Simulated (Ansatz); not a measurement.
# AlCl₃F (charge −1): what the fields show

The calculation's input:

```
crystal:
  periodic: [false, false, false]
  atoms:
    - {symbol: F, position_ang: [-0.490171, 0.405598, -1.652931]}
    - {symbol: Cl, position_ang: [1.831263, 1.020325, 0.374622]}
    - {symbol: Al, position_ang: [-0.027125, 0.022353, -0.091237]}
    - {symbol: Cl, position_ang: [0.242077, -2.114455, 0.076969]}
    - {symbol: Cl, position_ang: [-1.555945, 0.666180, 1.292578]}
basis:
  gaussian: {orbitals: "def2-TZVPPD.json"}
total_charge: -1
hamiltonian: {xc: pbe0, dispersion: d4}
output: {orbitals: {seedname: orbitals}}
```

Command:

```sh
ansatz run in.yaml --threads 4 --pin off --events-out ev --progress --plain --max-ram 9574MiB
```

Geometry: PBE0-D4/def2-TZVPD.

All numbers below come from RKS PBE0-D4/def2-TZVPPD in Ansatz.

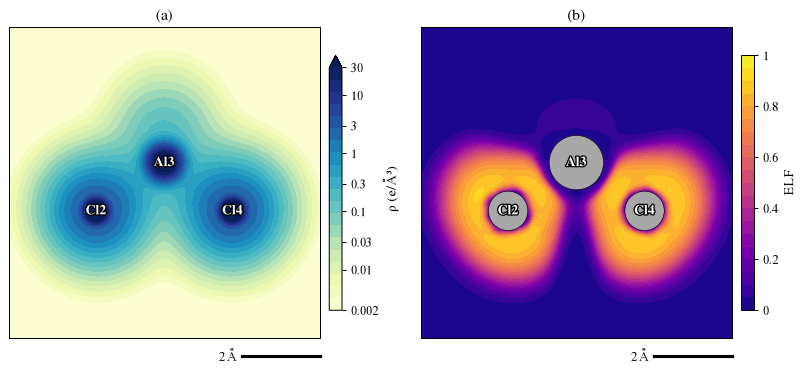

Figure 1. (a) electron density; (b) electron localisation function on the plane of atoms Cl2, Al3 and Cl4. Grey discs cover the atomic cores in the ELF map.

Question: What does the map show?

Answer: The section cuts through Cl and Al sites. Al–Cl (2.16 Å): the density is about 0.66 e/Å³ at the midpoint; the ELF peaks at about 0.90 in the valence shell of Cl, 0.9 Å from its nucleus, and is about 0.85 at the midpoint. The ELF also peaks beside Cl2 and Cl4, away from the bonds: lone-pair regions.

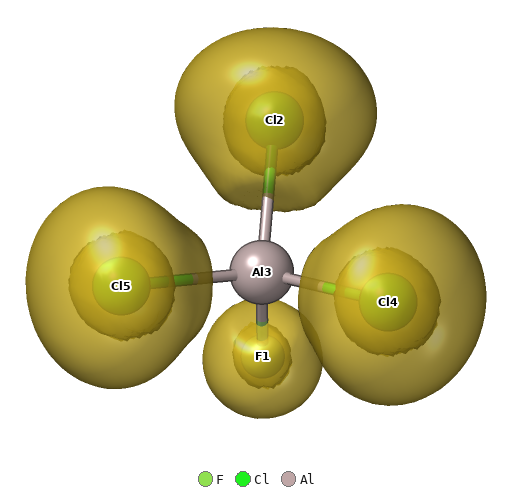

Figure 2. Isosurface of the electron localisation function at 0.75 (yellow), seen at an oblique angle. Only the valence region is drawn (cores and ρ < 0.01 e/Å³ removed).

Question: Describe the localisation domains.

Answer: The ELF exceeds this value in three regions on Cl in which the atom's valence shell and bonds are merged and one region wrapped around F (its valence shell). Along the contacts the grid gives the following. Al–F (1.67 Å): the ELF peaks at about 0.85 in the valence shell of F, 0.6 Å from its nucleus, and is about 0.30 at the midpoint.

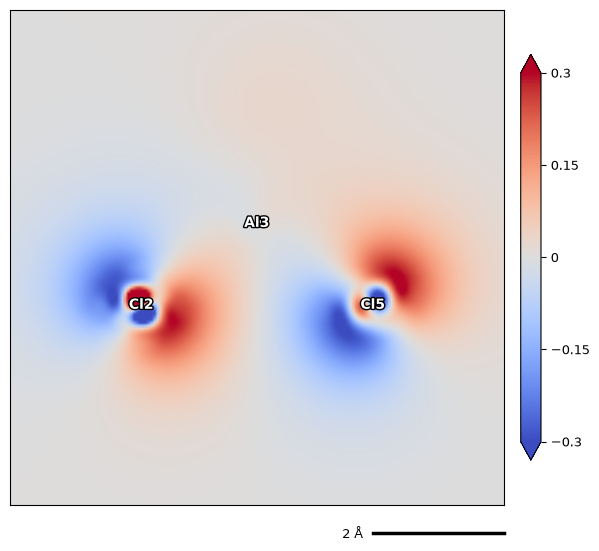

Figure 3. The HOMO−1 on the plane of atoms Cl2, Al3 and Cl5 (values in Å⁻³ᐟ²; the overall sign is arbitrary).

Question: What is the character of this orbital?

Answer: It lies mainly on Cl2 (about 55 %), Cl4 (about 20 %) and Cl5 (about 20 %); largely a combination of lone pairs on Cl2, Cl4 and Cl5. It is one of a degenerate set, so its orientation is arbitrary. Its energy is −4.51 eV.

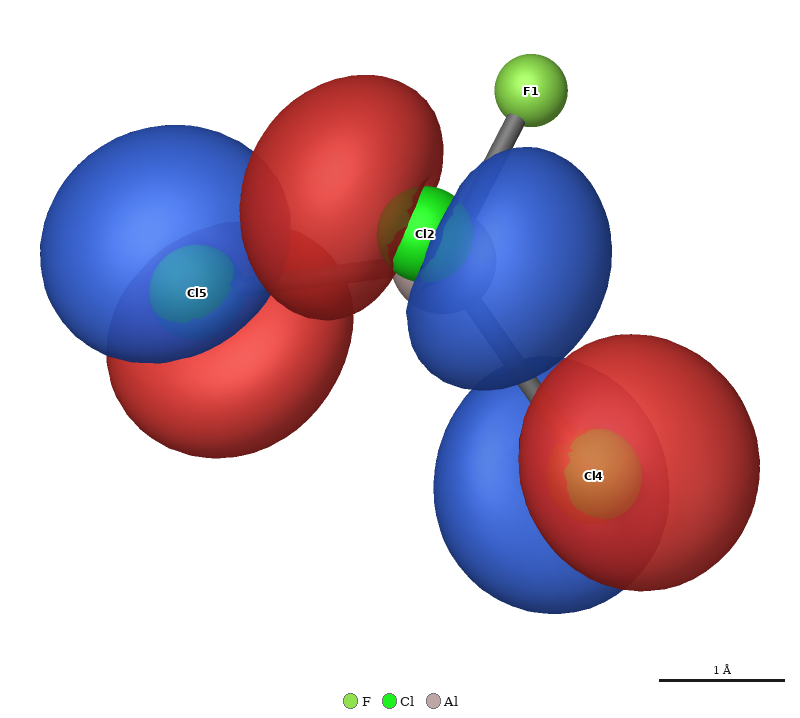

Figure 4. The HOMO at ±0.1 Å⁻³ᐟ² (blue and red are the two phases), seen at an oblique angle.

Question: Where does this orbital lie, and at what energy?

Answer: By Hirshfeld shares it lies mainly on Cl2 (about 30 %), Cl4 (about 30 %) and Cl5 (about 30 %); largely a combination of lone pairs on Cl2, Cl4 and Cl5. Its energy is −4.31 eV.
